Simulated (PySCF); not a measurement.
Molecule: SMILES ClB1[N]B(Cl)NB(Cl)N1 (H₂B₃Cl₃N₃), doublet. Atoms near the plane z = 0.0 Å, at the B3LYP/def2-SVP optimised geometry (x, y, z in Å): Cl1 (-1.9, 2.8, 0.0), B2 (-1.1, 1.2, 0.0), N3 (0.3, 1.0, 0.0), B4 (1.1, -0.1, 0.0), Cl5 (2.8, -0.1, 0.0), N6 (0.3, -1.3, 0.0), B7 (-1.1, -1.3, 0.0), Cl8 (-2.1, -2.8, 0.0), N9 (-1.8, 0.0, 0.0), H10 (0.8, -2.2, 0.0), H11 (-2.8, 0.0, 0.0).

Level of theory: unrestricted B3LYP/def2-TZVP run with PySCF 2.14.0. Cells within 0.4 Å of a nucleus heavier than hydrogen are left out (blank, or x). The values are rescaled to run from 0 to 1.

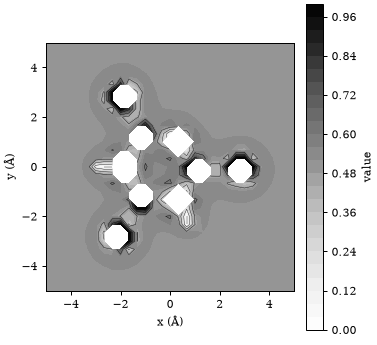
Figure: a field on the plane z = 0.0 Å.

### Question
Which quantity is mapped?
A. electrostatic potential
B. deformation density (molecule minus spherical neutral atoms)
C. spin density
D. Laplacian of the electron density

### Answer
D, Laplacian of the electron density. In full: Laplacian of the electron density (e/bohr⁵), clipped to [-1.50, 1.50].
